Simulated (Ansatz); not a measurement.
The calculation's input:

```
crystal:
  periodic: [false, false, false]
  atoms:
    - { symbol: B, position_ang: [0.0, 0.0, 0.0] }
    - { symbol: O, position_ang: [0.0, 0.0, 1.41] }
    - { symbol: H, position_ang: [-0.9095, -0.2814, 1.7471] }
    - { symbol: H, position_ang: [1.0305, 0.0, -0.595] }
    - { symbol: H, position_ang: [-1.0305, 0.0, -0.595] }
basis:
  gaussian: { orbitals: def2-SVP }
hamiltonian:
  xc: cam_b3lyp
relax:
  f_tol: 0.02
  max_steps: 40
output:
  orbitals: {}
```

Run with:

```sh
ansatz run input.yaml --threads 1 --pin off --max-ram 2048MiB --backend cpu --events-out ev --progress --plain --runs-dir out
```

The fields are those of the run's last geometry, not of the input's.

The calculation used Ansatz 0.2.0, RKS CAM-B3LYP/def2-SVP.

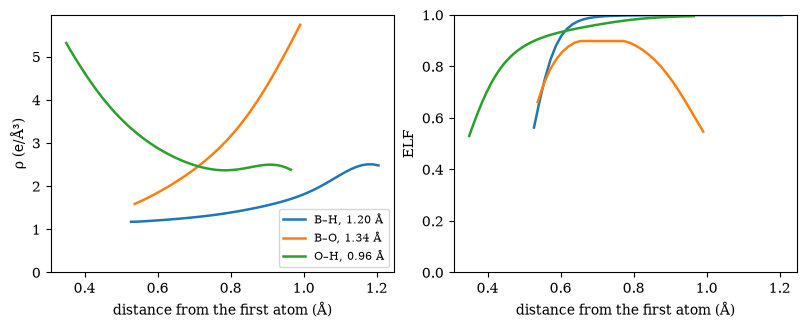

BH3O. Electron density and electron localisation function along straight lines between neighbouring atoms. The curves leave out the atomic cores.

> What kind of bonding do the profiles show?

B–H (1.20 Å): ρ is about 1.2 e/Å³ halfway; the ELF climbs to about 1 towards the hydrogen, as it does in any bond to H; a covalent bond by its length.
B–O (1.34 Å): the density is about 2.2 e/Å³ at the midpoint; the ELF peaks at about 0.90 between the atoms (a polar covalent bond).
O–H (0.96 Å): the density is about 3.7 e/Å³ at the midpoint; the ELF climbs to about 1 towards the hydrogen (an ordinary covalent bond to hydrogen).
